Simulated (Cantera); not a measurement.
Feed: 1 mol HI, 0.019 mol O2, 0.29 mol N2, held at 1.00 bar.

Cantera equilibrium calculation (NASA polynomials, part measured and part estimated; ideal gas, pure solids and liquids). Candidate condensed phases: H2O, I2; 27 gas species. The numbers say what is thermodynamically allowed, not how fast it happens.

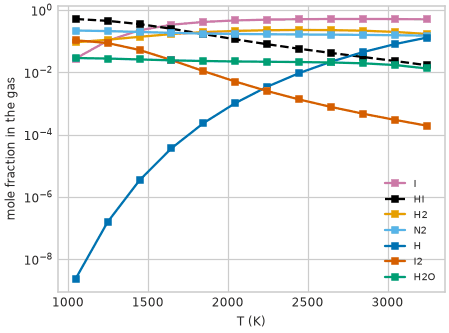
*Equilibrium gas composition (values under 1e-9 drawn at 1e-9)*

### Question
Read off the mole fractions at 1048 K.

### Answer
HI about 0.52, N2 about 0.22, I2 about 0.11, H2 about 0.093, H2O about 0.029, I about 0.028.
